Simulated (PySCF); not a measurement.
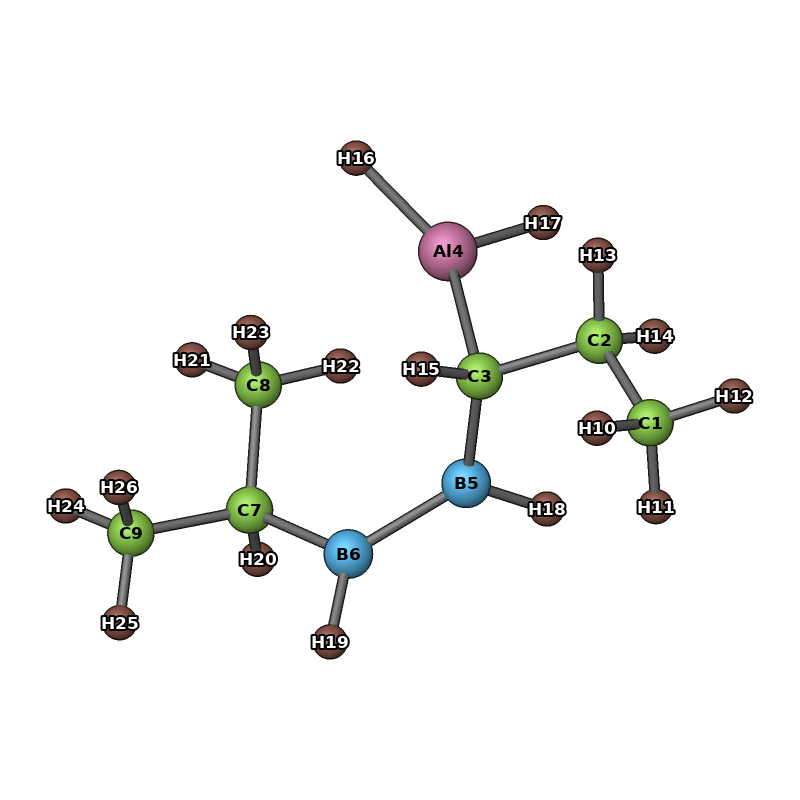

The questions are on isotropic NMR shieldings of the C atoms. The computed structure is the end point of a GFN2-xTB optimisation. No frequency run is at hand to confirm it as a minimum. Method: GIAO PBE0/pcSseg-1 NMR shielding, non-relativistic, gas phase (PySCF 2.14.0).

Question: Which C atom is the most shielded (lowest chemical shift)?

Answer: C9 (164.5 ppm).

Question: Which C atom is the least shielded (highest chemical shift)?

Answer: C3 (120.3 ppm).

Question: How wide is the range of C shifts?

Answer: 44.2 ppm.

List the isotropic NMR shieldings of the C atoms.

```tsv
atom	σ (ppm)
C1	160.1
C2	156.0
C3	120.3
C7	150.0
C8	158.7
C9	164.5
```

The geometry is semi-empirical. Around Al, B such bond lengths and angles can be off by a tenth of an ångström or more and by several degrees, and values that hang on the shape move with them.
